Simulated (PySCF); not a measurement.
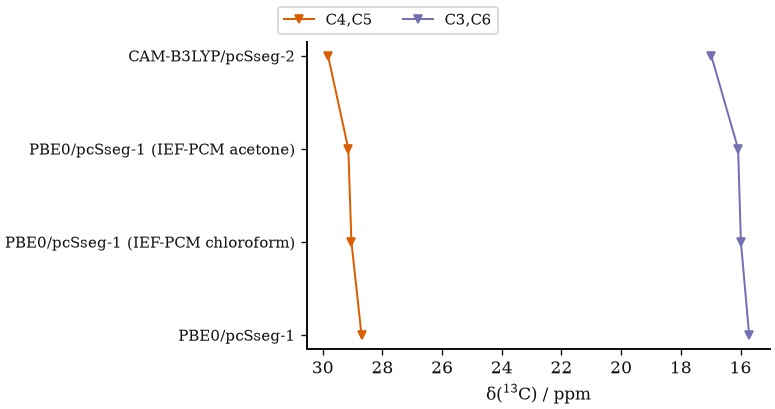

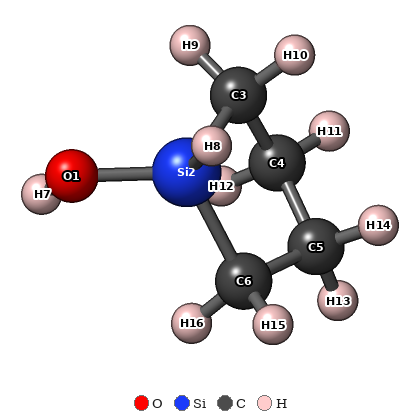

GIAO ¹³C shifts of C₄H₁₀OSi, SMILES O[SiH]1CCCC1 at several levels, one geometry, PySCF, at a PBE0-D3(BJ)/def2-SVP geometry (no frequency check); values of one conformer, averaged over nuclei that symmetry, rotation about single bonds or ring flips exchange, these motions taken as fast; other conformers aren't averaged in; each against TMS at the same level.

### How much does each signal move over these levels?

```
 atoms  lowest  highest  spread (ppm)
C4, C5    28.7     29.8           1.1
C3, C6    15.7     17.0           1.3
```

### Do all levels give the signals in the same order?

Yes, the order of the signals is the same at every level.
